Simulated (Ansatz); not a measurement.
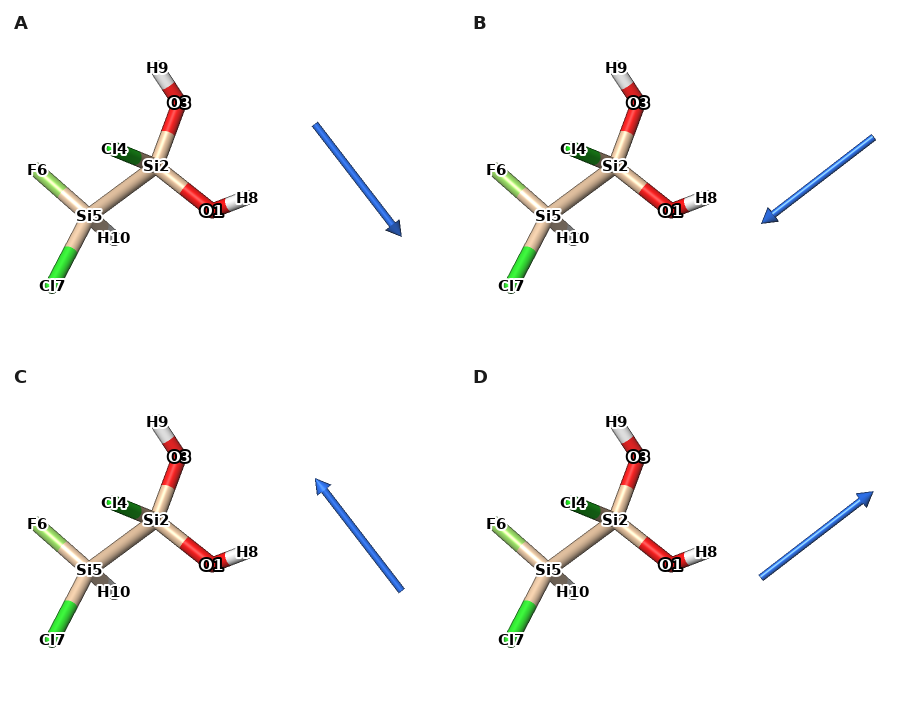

The same molecule four times, each with an arrow. The computed structure is the end point of a PBE0-D4/def2-TZVP optimisation. No frequency run is at hand to confirm it as a minimum. Level of theory: RKS PBE0-D4/def2-TZVP (Ansatz 0.2.0).

> Which arrow points along the dipole moment, from the negative to the positive end?

D. The dipole moment is 2.40 D; it points from the side of Cl7 to the side of O3, H8, H9 (the outermost atoms at the two ends).
